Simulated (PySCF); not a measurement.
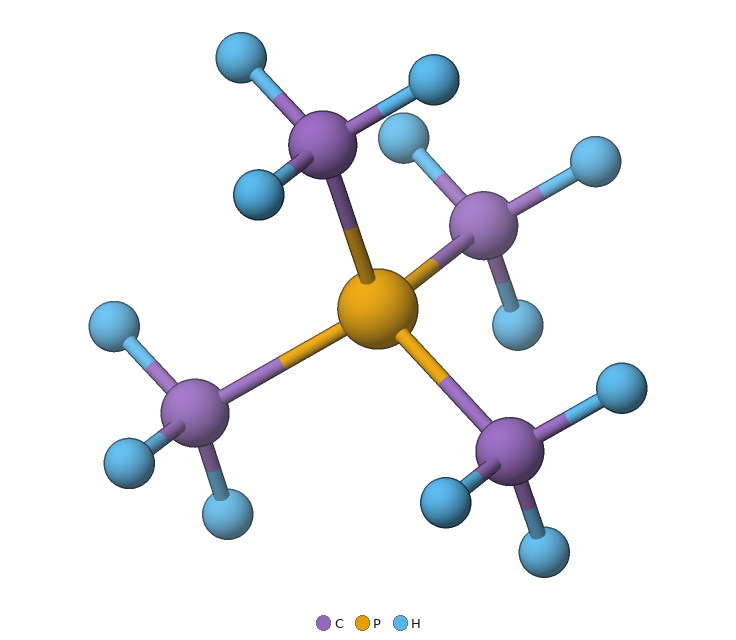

Rendered structure (ball-and-stick style). Every bond is drawn as one stick, whatever its order.

The species has charge +1 and is a spin singlet.

Question: Give the formula.

Answer: C4H12P(+), 17 atoms: 4 carbon, 12 hydrogen and 1 phosphorus.

Question: Does it have rings?

Answer: It has no ring.

The parts below concern this one geometry. Atoms keep their numbers from picture to picture. The computed structure is the end point of a PBE0-D3(BJ)/def2-SVP optimisation. No frequency run is at hand to confirm it as a minimum.

### Geometry

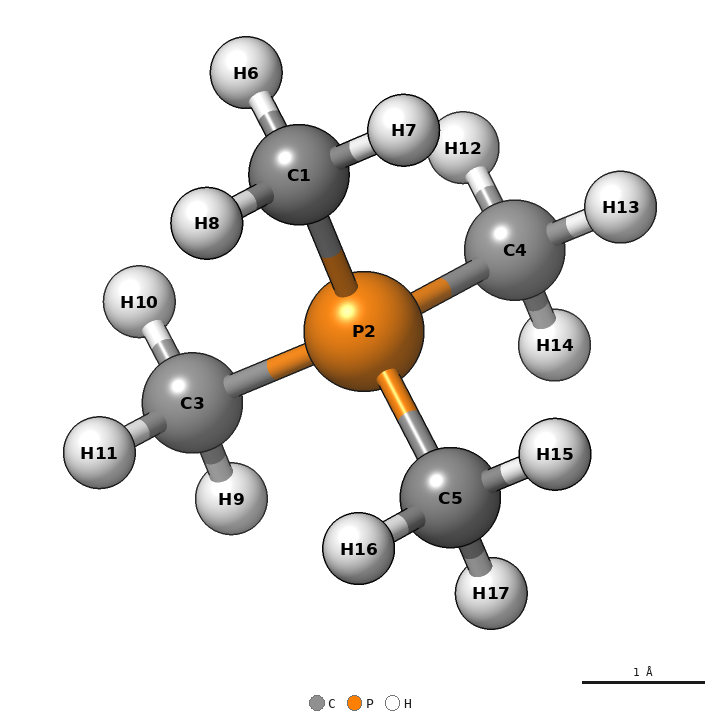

The atoms are numbered. No frequency run is at hand to confirm it as a minimum.

Estimate the angles C1–P2–C3, P2–C1–H6.

```json
{"angle": "C1–P2–C3", "degrees": "109.5"}
{"angle": "P2–C1–H6", "degrees": "109.9"}
```

### NMR shielding

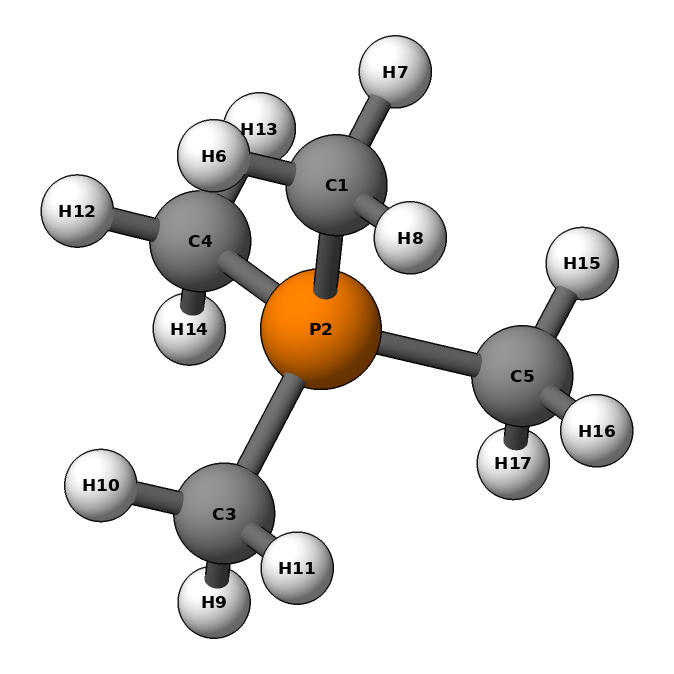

No frequency run is at hand to confirm it as a minimum. Level of theory: GIAO PBE0/pcSseg-1 NMR shielding, non-relativistic, gas phase (PySCF 2.14.0). Principal shieldings σ11 ≤ σ22 ≤ σ33, span Ω = σ33 − σ11, skew κ = 3(σiso − σ22)/Ω.

Give the shielding tensors of the C atoms.

```json
{"atom": "C1, C3, C4…", "σ11": "165.6", "σ22": "165.8", "σ33": "188.1", "σiso": "173.2", "Ω": "22.5", "κ": "0.98"}
```

Shieldings and span in ppm.

### Bond orders

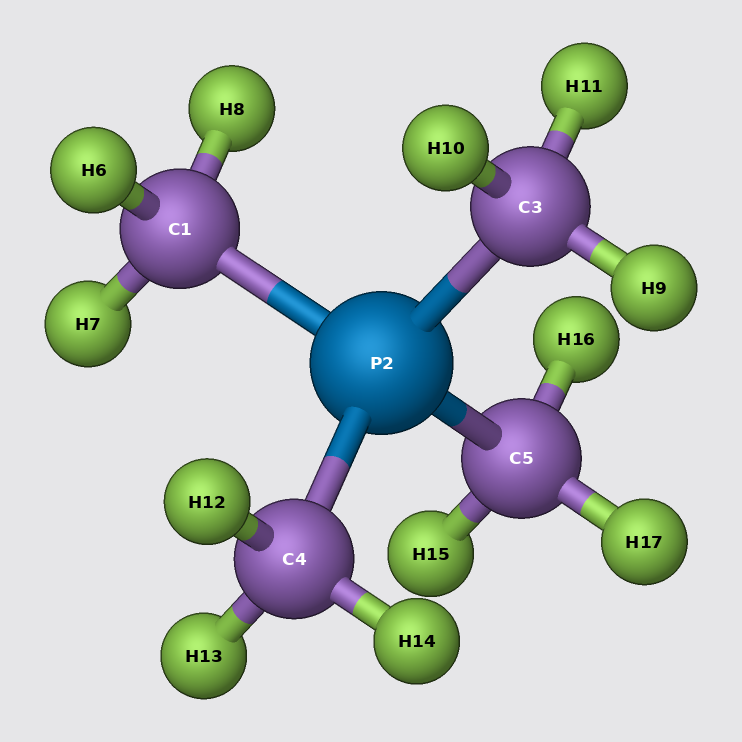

Every bond is drawn as one stick. No frequency run is at hand to confirm it as a minimum. Level of theory: PBE0/pcSseg-1 (PySCF 2.14.0).

Question: Which bond has the highest Mayer bond order?

Answer: C1–P2 and P2–C3 and P2–C4 and P2–C5, 1.05, at a length of 1.798 Å.

List the Mayer bond orders of C1–P2, C1–H6, C1–H7 (one bond of each equivalent set).

```
 bond  Mayer order  length (Å)
C1–P2         1.05       1.798
C1–H6         0.92       1.100
C1–H7         0.92       1.100
```

### Electronic properties

No frequency run is at hand to confirm it as a minimum. Method: CAM-B3LYP/def2-SVPD, gas phase (PySCF 2.14.0). Excitations: vertical, linear response.

Predict the main results.

- HOMO energy (Kohn–Sham orbital): −16.39 eV
- LUMO energy (Kohn–Sham orbital): −3.03 eV
- HOMO–LUMO gap: 13.36 eV
- mean static polarisability: 66.7 bohr³
- lowest vertical singlet excitation: 10.38 eV
- its oscillator strength: 0.084
- brightest of the 10 lowest singlets: 11.19 eV
- its oscillator strength: 0.21

### Core levels

No frequency run is at hand to confirm it as a minimum. Method: delta-SCF UKS SCAN, pcX-2 on the ionised atom, pcseg-1 elsewhere, spin-free X2C (PySCF 2.14.0).

Give the core-electron binding energies (to vacuum; p and d levels without spin–orbit splitting) of C1 1s, P2 1s, P2 2p.

| atom | level | binding energy (eV) |
| --- | --- | --- |
| C1 | 1s | 295.8 |
| P2 | 1s | 2156.8 |
| P2 | 2p | 143.3 |
